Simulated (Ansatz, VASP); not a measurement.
**Cross-check of Si3Ir5O16 (random rutile alloy of IrO2 and SiO2) between VASP and Ansatz**

Wanted: the spread between two codes on one cell, functional and k mesh. The cell is taken from a series of runs on this material, whose earlier steps may have relaxed or scaled it; both programs get it as it stands.

Main program and level: Ansatz 0.2.0; plane waves, with VASP 6.6.1 beside it; single point at PBE.

### 1. Set-up

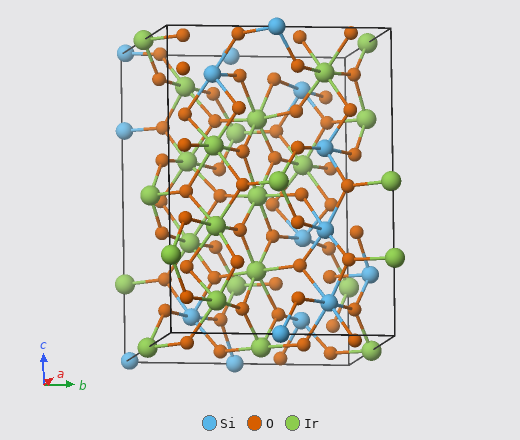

The cell as given, slightly off an axis (silicon blue, oxygen orange, iridium green). Bonds to atoms that aren't drawn are left out. Some periodic images of atoms are drawn too.

The cell holds 96 atoms: 12 Si, 64 O and 20 Ir. Cell: a = 8.757 Å, b = 8.757 Å, c = 11.882 Å, α = 90.0°, β = 90.0°, γ = 90.0°. It derives from IrO2 (rutile), repeated 2×2×4. As first built, before any earlier steps moved the atoms: rutile IrO2, 2 x 2 x 4 conventional cells, 12 of 32 Ir sites given to Si at random (x = 0.375), lattice by Vegard's rule (cell 4.378, 4.378, 2.971, 90, 90, 90); every coordinate displaced by a Gaussian of 0.07 A.

### 2. VASP: single point, PBE

With cell and atoms fixed, the geometry can't cause a difference; cores, projectors, grids and the points listed under the comparison can.

Lines of VASP's logs that name or quote its potential files are left out, and so is its time.

INCAR

```
SYSTEM = Si3Ir5O16
PREC = Accurate
ENCUT = 520
EDIFF = 1E-05
NELM = 100
ISMEAR = 0
SIGMA = 0.05
LREAL = Auto
ALGO = Fast
GGA = PE
LORBIT = 11
LWAVE = .FALSE.
LCHARG = .FALSE.
ISIF = 2
```

POSCAR

```
Si3Ir5O16
1.0
    8.7568000000      0.0000000000      0.0000000000
    0.0000000000      8.7568000000      0.0000000000
    0.0000000000      0.0000000000     11.8824000000
Si O Ir
12 64 20
Direct
    0.0168800000      0.0169400000      0.0028400000
    0.2492700000      0.2469700000      0.1253800000
    0.0111000000      0.0087700000      0.7508500000
    0.9955100000      0.4908300000      0.0009300000
    0.2627800000      0.7348900000      0.1174900000
    0.2499200000      0.7493400000      0.3861600000
    0.2483700000      0.7549600000      0.8676600000
    0.5064800000      0.9953100000      0.2457700000
    0.7401500000      0.2540400000      0.8684100000
    0.7576600000      0.7579900000      0.1275000000
    0.7644400000      0.7442200000      0.3634800000
    0.7547000000      0.7488600000      0.6304500000
    0.1461700000      0.1445800000      0.9888100000
    0.3362600000      0.3571900000      0.0058800000
    0.1051500000      0.4073600000      0.1321000000
    0.4060000000      0.0979300000      0.1296100000
    0.1507800000      0.1514500000      0.2562400000
    0.3347000000      0.3355100000      0.2459200000
    0.0830700000      0.3937100000      0.3701300000
    0.4075900000      0.0880100000      0.3811500000
    0.1404300000      0.1397800000      0.5110300000
    0.3455400000      0.3632500000      0.5113200000
    0.0867000000      0.4139500000      0.6225900000
    0.4005000000      0.0955800000      0.6187700000
    0.1510000000      0.1514500000      0.7490300000
    0.3374700000      0.3466600000      0.7550100000
    0.1033500000      0.3881600000      0.8665500000
    0.4066900000      0.0842500000      0.8816900000
    0.1581200000      0.6614000000      0.0034700000
    0.3513600000      0.8460500000      0.0039900000
[... 60 atom lines left out ...]
    0.5077500000      0.9869000000      0.7512300000
    0.4943100000      0.5060700000      0.0057200000
    0.4985000000      0.4887500000      0.2530400000
    0.5040900000      0.4976700000      0.4963700000
    0.4889300000      0.5026300000      0.7470600000
    0.7480900000      0.7529800000      0.8771000000
```

KPOINTS

```
Automatic mesh
0
Gamma
2 2 1
0 0 0
```

The projector-augmented-wave data sets are Si, O and Ir (PBE family, release 64).

Launch:

```
$ export OMP_NUM_THREADS=8
$ mpirun -np 1 vasp_std
```

Numbers of over 12 decimals in the logs are rounded to 6 here.

What it wrote:

```text
[banner, memory and clock lines left out]
running    1 mpi-ranks, on    1 nodes
[...]
Offloading initialized ...    1 GPUs detected
[...]
LDA part: xc-table for (Slater+PW92), standard interpolation
 POSCAR, INCAR and KPOINTS ok, starting setup
[...]
entering main loop
       N       E                     dE             d eps       ncg     rms          rms(c)
DAV:   1     0.684040053928E+04    0.68404E+04   -0.30990E+05  2936   0.167E+03
DAV:   2     0.240595575424E+03   -0.65998E+04   -0.62782E+04  2957   0.459E+02
DAV:   3    -0.707978122849E+03   -0.94857E+03   -0.90634E+03  3768   0.190E+02
DAV:   4    -0.766484507216E+03   -0.58506E+02   -0.57300E+02  3768   0.453E+01
[...]
RMM:  23    -0.654694457017E+03    0.73894E-04   -0.15620E-04  3292   0.229E-02    0.794E-02
RMM:  24    -0.654694447167E+03    0.98495E-05   -0.10434E-04  3300   0.167E-02    0.614E-02
RMM:  25    -0.654694440464E+03    0.67028E-05   -0.38194E-05  2522   0.118E-02
   1 F= -.65469444E+03 E0= -.65467689E+03  d E =-.350923E-01
```

Parts of OUTCAR (step 2):

```text
  Total      165.3701703    161.7295548    240.9688475     24.8808936    -15.1296975      1.0544445
  in kB      290.7854864    284.3838594    423.7175507     43.7503495    -26.6039302      1.8541262
  external PRESSURE =     332.9622988 kB  Pullay stress =       0.0000000 kB

 POSITION                                       TOTAL-FORCE (eV/Angst)
 -----------------------------------------------------------------------------------
      0.14781      0.14834      0.03375        -4.410367     -3.896500     -0.530354
      2.18281      2.16267      1.48982         0.604850      0.839684     -0.357826
      0.09720      0.07680      8.92190        -1.324296     -2.175289      0.991930
      8.71748      4.29810      0.01105        -0.376729      0.792777     -0.155405
      2.30111      6.43528      1.39606        -0.802444      1.763694      0.706700
      2.18850      6.56182      4.58851         0.207387      0.447256     -2.161741
      2.17493      6.61103     10.30988        -0.895419     -0.407676      2.174564
      4.43514      8.71573      2.92034        -0.145231     -0.897895      0.561080
      6.48135      2.22458     10.31879         1.238951     -0.022151      1.942674
      6.63468      6.63757      1.51501         0.243249     -1.098979     -0.879026
      6.69405      6.51699      4.31901        -2.424243     -1.325159      4.348321
      6.60876      6.55762      7.49126        -0.391589      0.729498     -1.660486
      1.27998      1.26606     11.74944         0.367718      0.201279      5.385943
      2.94456      3.12784      0.06987        -1.892425     -3.343380      1.518066
[...]
-----------------------------------------------------------------------------------
    total drift:                                0.003709      0.012523     -0.010122

  FREE ENERGIE OF THE ION-ELECTRON SYSTEM (eV)
  ---------------------------------------------------
[... the rest is left out ...]

[... 3 further parts left out ...]
[key lines of the parts left out:]
E-fermi :   7.7328
```

The run ends at a pressure of 33.30 GPa, with forces up to 13 eV/Å.

### 3. Ansatz: single point, PBE

Ansatz runs on its default PAW (the set named soft_2) files.

The same cell, functional, mesh and smearing now go to Ansatz, which takes its cutoff from its data sets.

input.yaml

```yaml
crystal:
  lattice:
    - [8.7568, 0.0, 0.0]
    - [0.0, 8.7568, 0.0]
    - [0.0, 0.0, 11.8824]
  atoms:
    - { symbol: Si, position: [0.01688, 0.01694, 0.00284] }
    - { symbol: Si, position: [0.24927, 0.24697, 0.12538] }
    - { symbol: O, position: [0.14617, 0.14458, 0.98881] }
    - { symbol: O, position: [0.33626, 0.35719, 0.00588] }
    - { symbol: O, position: [0.10515, 0.40736, 0.1321] }
    - { symbol: O, position: [0.406, 0.09793, 0.12961] }
    - { symbol: Ir, position: [0.00011, 0.00453, 0.25315] }
    - { symbol: Ir, position: [0.25415, 0.24267, 0.36606] }
    - { symbol: O, position: [0.15078, 0.15145, 0.25624] }
    - { symbol: O, position: [0.3347, 0.33551, 0.24592] }
    - { symbol: O, position: [0.08307, 0.39371, 0.37013] }
    - { symbol: O, position: [0.40759, 0.08801, 0.38115] }
    - { symbol: Ir, position: [0.98775, 0.99499, 0.50392] }
    - { symbol: Ir, position: [0.25503, 0.2365, 0.63008] }
    - { symbol: O, position: [0.14043, 0.13978, 0.51103] }
    - { symbol: O, position: [0.34554, 0.36325, 0.51132] }
    - { symbol: O, position: [0.0867, 0.41395, 0.62259] }
    - { symbol: O, position: [0.4005, 0.09558, 0.61877] }
    - { symbol: Si, position: [0.0111, 0.00877, 0.75085] }
    - { symbol: Ir, position: [0.25773, 0.23058, 0.87316] }
    - { symbol: O, position: [0.151, 0.15145, 0.74903] }
    - { symbol: O, position: [0.33747, 0.34666, 0.75501] }
    - { symbol: O, position: [0.10335, 0.38816, 0.86655] }
    - { symbol: O, position: [0.40669, 0.08425, 0.88169] }
    - { symbol: Si, position: [0.99551, 0.49083, 0.00093] }
    - { symbol: Si, position: [0.26278, 0.73489, 0.11749] }
    - { symbol: O, position: [0.15812, 0.6614, 0.00347] }
    - { symbol: O, position: [0.35136, 0.84605, 0.00399] }
    - { symbol: O, position: [0.08526, 0.91299, 0.11872] }
    - { symbol: O, position: [0.41041, 0.6026, 0.12151] }
[... 60 atom lines left out ...]
    - { symbol: Ir, position: [0.48893, 0.50263, 0.74706] }
    - { symbol: Ir, position: [0.74809, 0.75298, 0.8771] }
    - { symbol: O, position: [0.64944, 0.64511, 0.75995] }
    - { symbol: O, position: [0.84337, 0.84627, 0.74717] }
    - { symbol: O, position: [0.61043, 0.91286, 0.8855] }
    - { symbol: O, position: [0.91481, 0.59929, 0.88152] }
kpoints:
  mp_grid: { grid: [2, 2, 1] }
hamiltonian:
  xc: pbe
scf:
  occupations: { method: gaussian, width: 0.05 }
output:
  forces: true
  stress: true
  populations: true
  dos:
    method: { smearing: { sigma: 0.1 } }
    de: 0.1
    projected: { site_lists: { Ir: [Ir], O: [O], Si: [Si] } }
  eigenvalues: true
  write_density: true
  write_potential: true
  volumetric_format: npy
```

Launch:

```
$ ansatz run input.yaml --threads 8 --pin off --max-ram 15872MiB --backend cpu --events-out ev --progress --plain --runs-dir out
```

What it wrote:

```text
Engine: ansatz 0.2.0, aarch64-unknown-linux-gnu
Pseudopotentials: kind: paw
Pseudopotential: Si, paw, valence charge 4, recommended cutoff 420 eV (normal), Si.paw.azcp
Pseudopotential: O, paw, valence charge 6, recommended cutoff 420 eV (normal), O.paw.azcp
Pseudopotential: Ir, paw, valence charge 17, recommended cutoff 420 eV (normal), Ir.paw.azcp
Functional definition: PBE
  parameter kappa = 0.804
  parameter beta = 0.066725
  exchange = pbe_x(kappa = kappa, mu = beta*pi^2/3)
  correlation = pbe_c(beta = beta)
Crystal: 96 atoms, lattice volume = 911.161 Å³
Basis set: ecut = 420 eV, 17895 PW (Γ), exchange–correlation on 120×120×160 points (8 copies of the dense FFT grid, shifted against one another)
Bands: 482, of which v1, the nominal top of the filled ones, is band 386 counted from 1 (385 counted from 0)
Symmetry: 1 space group operations
Space group: P1 (ITA 1), of the structure as read, at distance tolerance 9.7e-5 Å
k-points: 4
Non-local potential: Si, projectors of the file, l = 0: 2, l = 1: 2, l = 2: 2
Non-local potential: O, projectors of the file, l = 0: 2, l = 1: 2, l = 2: 1
Non-local potential: Ir, projectors of the file, l = 0: 3, l = 1: 2, l = 2: 2, l = 3: 1
PAW form: soft (Blöchl's): semilocal exchange-correlation on the pseudo side does not see the compensation charge
PAW one-centre angular grid: Si, 110 points (default); XC on 64 Gauss nodes
PAW one-centre angular grid: O, 110 points (default); XC on 64 Gauss nodes
PAW one-centre angular grid: Ir, 590 points (default); XC on 64 Gauss nodes
Initial density: superposition of atomic densities (neutral atoms: chi_scale 0, normalization atom), corrected by the library's trained network
Initial wavefunctions: pseudopotential atomic-orbital guess
Functional: x = pbe(κ = 0.804, μ = 0.219515), c = pbe(β = 0.066725)
SCF iter   1: F=—  HF=-282592.162257 eV  |F-HF|=—  |Δ(HF+E_count)|=         —  Δρ=1.20e-2  dr2=1.87e0  ethr=1.77e-3  ⟨swp⟩=6.0  Hψ=7267  notcnv=0  defer=211
preconditioner: auto → Kerker (q_TF=auto, 2.654 Å⁻¹)  [metal: Δε(μ)=0.036 eV  Ē_g=13.565 eV  σ=0.050 eV  W_gap=0.39  n_scr=286 (ndim 8)  ℏωp=30.4 eV  f_vac=0.004  D(μ)=26.49/eV (n_scr^D=196)]
SCF iter   2: F=—  HF=-282592.019568 eV  |F-HF|=—  |Δ(HF+E_count)|=   1.43e-1  Δρ=5.51e-3  dr2=5.41e-1  ethr=2.42e-4  ⟨swp⟩=1.0  Hψ=2220  notcnv=0  defer=306
SCF iter   3: F=—  HF=-282591.962561 eV  |F-HF|=—  |Δ(HF+E_count)|=   5.70e-2  Δρ=1.33e-3  dr2=5.91e-2  ethr=7.00e-5  ⟨swp⟩=1.0  Hψ=1584  notcnv=0  defer=306
SCF iter   4: F=—  HF=-282591.954353 eV  |F-HF|=—  |Δ(HF+E_count)|=   8.21e-3  Δρ=4.84e-4  dr2=9.34e-3  ethr=7.66e-6  ⟨swp⟩=3.0  Hψ=2932  notcnv=0  defer=306
SCF iter   5: F=—  HF=-282591.953208 eV  |F-HF|=—  |Δ(HF+E_count)|=   1.14e-3  Δρ=2.31e-4  dr2=2.73e-3  ethr=1.21e-6  ⟨swp⟩=2.0  Hψ=2554  notcnv=0  defer=306
SCF iter   6: F=—  HF=-282591.952959 eV  |F-HF|=—  |Δ(HF+E_count)|=   2.49e-4  Δρ=1.02e-4  dr2=6.43e-4  ethr=3.54e-7  ⟨swp⟩=1.0  Hψ=1584  notcnv=0  defer=306
SCF iter   7: F=—  HF=-282591.952923 eV  |F-HF|=—  |Δ(HF+E_count)|=   3.55e-5  Δρ=5.94e-5  dr2=1.24e-4  ethr=8.33e-8  ⟨swp⟩=3.0  Hψ=2602  notcnv=0  defer=306
SCF iter   8: F=—  HF=-282591.952861 eV  |F-HF|=—  |Δ(HF+E_count)|=   6.25e-5  Δρ=2.78e-5  dr2=3.39e-5  ethr=1.61e-8  ⟨swp⟩=2.2  Hψ=2552  notcnv=0  defer=306
SCF iter   9: F=—  HF=-282591.951798 eV  |F-HF|=—  |Δ(HF+E_count)|=   1.06e-3  Δρ=1.31e-5  dr2=4.67e-6  ethr=4.40e-9  ⟨swp⟩=2.5  Hψ=2615  notcnv=0  defer=306
SCF iter  10: F=—  HF=-282591.951798 eV  |F-HF|=—  |Δ(HF+E_count)|=   4.28e-7  Δρ=6.01e-6  dr2=1.28e-6  ethr=6.05e-10  ⟨swp⟩=2.8  Hψ=2909  notcnv=0  defer=306
SCF iter  11: F=—  HF=-282591.951798 eV  |F-HF|=—  |Δ(HF+E_count)|=   1.02e-7  Δρ=2.61e-6  dr2=1.94e-7  ethr=1.66e-10  ⟨swp⟩=2.0  Hψ=2551  notcnv=0  defer=306
SCF iter  12: F=-282591.951798 eV  HF=-282591.951798 eV  |F-HF|=4.08e-8  |Δ(HF+E_count)|=   1.82e-8  Δρ=1.23e-6  dr2=5.07e-8  ethr=1.30e-11  ⟨swp⟩=15.0  Hψ=13974  notcnv=0
SCF 1 converged in 12 iterations: F = -282591.951798 eV  dr2 = 5.07e-8
  greatest PAW one-centre occupation: 1.000 electrons in one spin orbital (limit 2), on the Ir atom at site 60 (counted from 0), in its partial waves of l = 0
SCF converged after 12 iterations
Free energy (F): -282591.951798 eV
Harris-Foulkes:  -282591.951798 eV  (|F-HF|=4.08e-8)
Internal energy: -282591.917087 eV  (E = F + TS)
E sigma→0 (E₀):  -282591.934442 eV
Entropy (-TS):   -0.034711 eV (-0.362 meV/atom)
Fermi energy:    14.251799 eV
--- Per-component energies (eV) ---
  E_band       = -4126.775772
  E_kinetic    = 24426.962797
  E_local      = -63117.441130  (includes V_loc(G=0)·N_el)
  E_nonlocal   = 4840.324409
  E_hartree    = 24665.783909
  E_xc         = -10754.500601
  E_vxc        = -12611.638119  (∫ρ·V_xc dr)
  E_paw        = -200778.943502  (= ΣΔE_a)
  E_vpaw       = -6996.721612  (= ΣTr[D̂ρ^β])
  E_aug_tail   = 0.160666  (compensation charges beyond the density's cutoff)
  E_ewald      = -61874.263634
  E_smearing   = -0.034711  (= −TS)
  E_closure    = -0.000000  (closes the sum)
  Σ components = -282591.951798   (vs F -282591.951798, Δ=0.00e0)
--- Forces (eV/Å), atoms counted from 1 ---
  atom   1  Si    -4.36827307    -3.86970171    -0.49637259
  atom   2  Si     0.62593235     0.85056591    -0.33327312
  atom   3  O      0.48349127     0.27868145     5.17519701
  atom   4  O     -1.76173901    -3.23849198     1.46452809
  atom   5  O      1.64899869    -2.93588461    -5.48034448
  atom   6  O     -2.12523859     1.62174036     1.89813449
  atom   7  Ir    -1.03329089    -2.12655808    -1.53432042
  atom   8  Ir    -2.26064723     0.53603253    11.98239532
  atom   9  O     -0.14618715    -0.19241584    -6.35551156
  atom  10  O      2.07227722     2.07661292    -5.09037705
  atom  11  O      3.43734434    -2.67395306     2.60277405
  atom  12  O     -4.54249682     4.62115386   -10.79008734
  atom  13  Ir     2.95578681    -2.64901701     0.30944645
  atom  14  Ir    -3.27699969     6.15494178    -3.76705286
  atom  15  O      2.40229321     2.39753672    -2.68881793
  atom  16  O     -1.89883506    -3.72625193    -2.20951008
  atom  17  O      3.20605777    -4.16526597     0.73385799
  atom  18  O      1.58311774    -1.88543823     3.35149250
  atom  19  Si    -1.31814541    -2.17593648     1.01244744
  atom  20  Ir    -0.42191522     5.31243505     2.27576104
  atom  21  O     -3.32957312    -4.06241443     0.47211455
  atom  22  O      2.06960567     0.77430421    -2.07424064
  atom  23  O     -1.16649345     1.86314792     3.15742360
  atom  24  O     -0.78722620     0.65694889    -4.21264346
[...]
atom  89  O      1.29749139    -2.72291108    -1.74168556
  atom  90  O     -1.67737248     1.96489744     2.38768753
  atom  91  Ir     4.91519037    -4.16652485     8.62000284
  atom  92  Ir     3.40325074     0.03714879     0.11889868
  atom  93  O      1.12521846     1.63976584    -4.08269721
  atom  94  O      1.23165594     0.51213757    -2.94039136
  atom  95  O      0.03452567    -1.58082094    -3.44302606
  atom  96  O      0.30226943    -0.54784572     1.61513634
  max |Σ_I F_I| component: 4.04e-5 eV/Å
--- Stress (GPa, compression-positive) ---
       26.376167       4.199876       0.106490
        4.199876      25.745176      -2.520155
        0.106490      -2.520155      38.202906
  P = ⅓ Tr σ = 30.1081 GPa (301.081 kbar)
--- Band table (eV) ---
[... the rest is left out ...]
```

### 4. Comparison

Known differences besides the PAW data sets themselves: the data sets hold 772 valence electrons in Ansatz (default PAW (the set named soft_2) files) and 612 in VASP; the cutoff is 420 eV in Ansatz and 520 eV in VASP (PREC = Accurate, projectors in real space); VASP leaves aspherical gradient terms in its spheres out (LASPH is not set), Ansatz keeps them. Total energies have different zeros and are not compared.

Both answers:

| quantity | Ansatz | VASP | difference |
| --- | --- | --- | --- |
| pressure (GPa) | 30.11 | 33.30 | -3.19 |

Forces on 10 of the 96 atoms, picked by the larger force of the two programs (eV/Å; atoms numbered as in POSCAR):

| atom | Ansatz x, y, z | VASP x, y, z |
| --- | --- | --- |
| O20 | -4.543, 4.621, -10.790 | -4.774, 4.754, -11.416 |
| O33 | 6.580, 6.293, -0.008 | 7.002, 6.753, -0.032 |
| O53 | 5.964, 6.389, 2.058 | 6.372, 6.733, 2.119 |
| O54 | -7.549, -6.852, 1.277 | -7.982, -7.285, 1.349 |
| Ir78 | -2.261, 0.536, 11.982 | -2.219, 0.599, 12.659 |
| Ir83 | 6.861, 5.834, 0.021 | 7.254, 6.170, -0.016 |
| Ir87 | -2.206, -3.034, -9.778 | -2.313, -3.051, -10.320 |
| Ir89 | 2.945, -10.941, 5.585 | 2.956, -11.474, 6.124 |
| Ir90 | -0.316, 0.170, -9.426 | -0.318, 0.161, -9.982 |
| Ir95 | 4.915, -4.167, 8.620 | 4.967, -4.429, 9.107 |

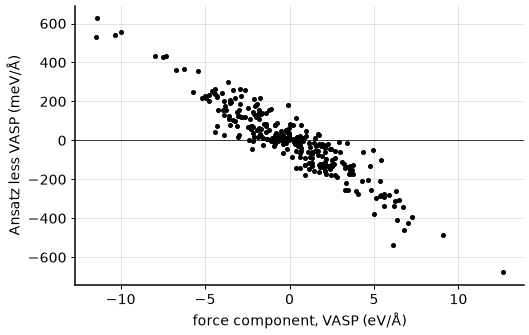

Difference of the force components against their size.

The forces differ by 177 meV/Å r.m.s., which is 5.3 % of the r.m.s. force of 3.32 eV/Å (both taken over all components).

### 5. Results

| Item | Value |
| --- | --- |
| r.m.s. force difference (single point, PBE) | 5.3 % of the r.m.s. force |
| difference in pressure (single point, PBE) | -3.2 GPa |

What this shows: The difference in pressure is -3.2 GPa (single point, PBE), beyond the 1 GPa picked in this series as the mark of a large difference. Also far apart in the single point, PBE pair: the difference in pressure, -3.2 GPa. No further run was made for the single point, PBE pair; the unlike valence counts (772 against 612 electrons) are a candidate cause, untested here. Differences of this kind measure data sets and numerical settings, not the functional's error against experiment.

[Lines on the potential files, build, host, timing and source positions are cut from VASP's logs without a mark.]

[Logs are printed without paths, hosts, clocks, repeated set-up lines and the standing remarks that a program may print on its own settings, such as how far it seeks lower states.]

[Hosts, paths, dates, database ids (printed as entryN), source tags and the programs' standing remarks are cut or masked in the printed files.]
